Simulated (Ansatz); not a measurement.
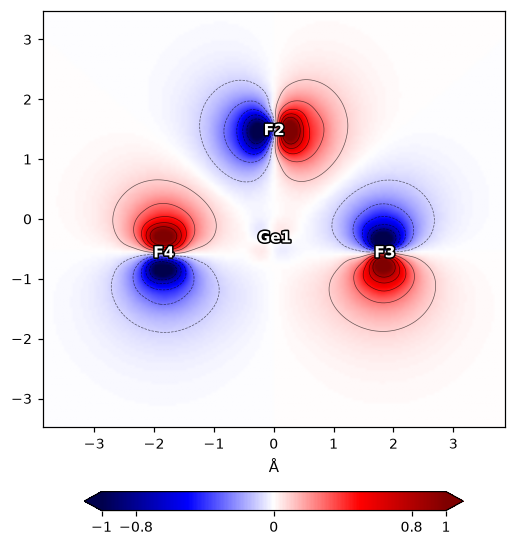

Figure. F3Ge (charge −1, triplet). The HOMO (β) on the molecular plane (values in Å⁻³ᐟ²; the overall sign is arbitrary).

Geometry: r2SCAN-D4/def2-TZVPD; the highest occupied orbital lies above zero, a sign that basis and functional describe the outermost electron poorly.

Theory: Ansatz 0.2.0, UKS PBE0-D4/def2-TZVPD.

Question: What is the character of this orbital?

Answer: Its weight (Hirshfeld) is mainly on F3 (about 30 %), F4 (about 30 %) and F2 (about 30 %); it is symmetric in the molecular plane (an in-plane orbital: σ, lone-pair or in-plane π type); largely a combination of lone pairs on F3, F4 and F2. Its energy is −5.27 eV.
